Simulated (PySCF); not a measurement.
**C3H7NO2Si2: density, localisation and related maps**

Input file:

```
{"job": {"kind": "uv", "xc": "wB97X-D", "basis": "def2-SVPD", "nstates": 8, "ntriplets": 3}, "charge": 0, "multiplicity": 1}
O     -3.593756     1.273881    -0.848712
C     -2.773807     0.473252    -1.214161
C     -1.608938     0.043699    -0.420760
N     -0.808638    -0.880466    -0.819258
Si     0.160658    -0.810437     0.689203
O      1.680206    -0.319901     0.532830
Si     3.130689    -0.126469    -0.190337
C     -1.171429     0.555811     0.916704
H     -2.830799    -0.022987    -2.200892
H      0.116178    -2.010480     1.497672
H      3.600611    -1.455210    -0.570565
H      3.931857     0.486272     0.865607
H      2.946906     0.749336    -1.344500
H     -1.930617     0.456621     1.688087
H     -0.853536     1.595068     0.880205
```

Run with:

```sh
OMP_NUM_THREADS=1 python probes_run.py task.json out
```

Geometry: GFN2-xTB.

Computed with PySCF 2.14.0, wB97X-D/def2-SVPD, SCF density, gas phase.

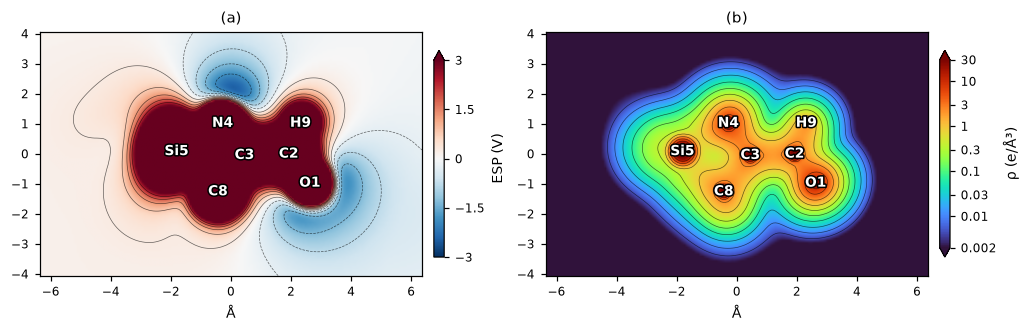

Figure 1. (a) electrostatic potential; (b) total electron density on the plane of atoms N4, C3 and C8.

**Read the bonding off the picture.**

- Atoms in the plane: O, C, N, Si and H.
- C–O (1.20 Å): ρ at the midpoint is about 3.4 e/Å³.
- C–N (1.29 Å): ρ is about 2.8 e/Å³ halfway.
- C–C (1.47 Å): the density is about 1.9 e/Å³ at the midpoint.
- Si–N (1.79 Å): the density is about 1 e/Å³ at the midpoint.
- C–Si (1.92 Å): ρ at the midpoint is about 0.89 e/Å³.
- Outside the dense part of the molecule the potential is most negative (−2.4 V) near N4.

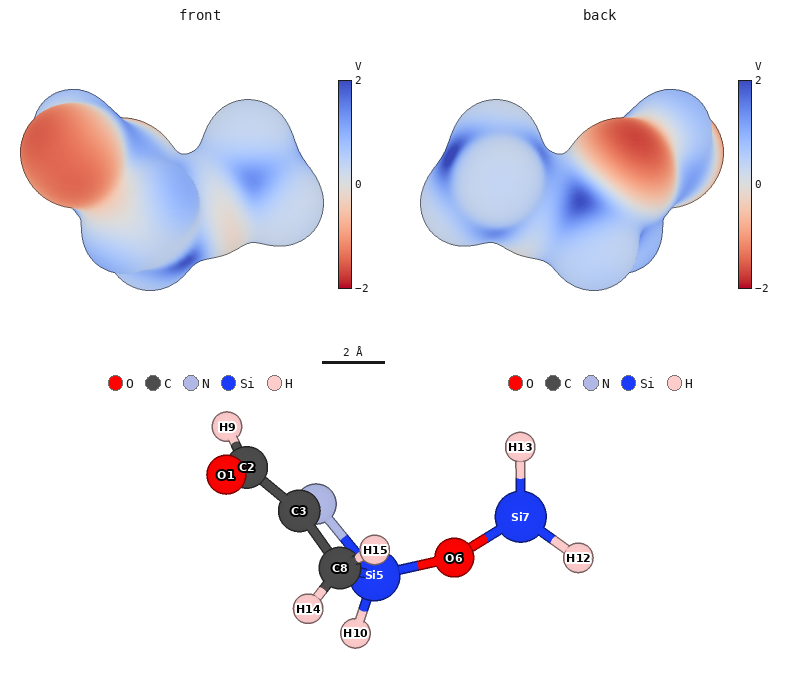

Figure 2. The molecular electrostatic potential painted on the density surface at 0.002 e/bohr³, seen from the front and from behind; the colour scale runs from red (negative) to blue (positive). The bare structure is drawn below in the same view.

**Where is the surface potential most negative and most positive?**

The most negative region (about −1.6 V) lies over N4, the most positive (about +1.9 V) over Si5 and Si7. N4 is the likeliest acceptor of a hydrogen bond.
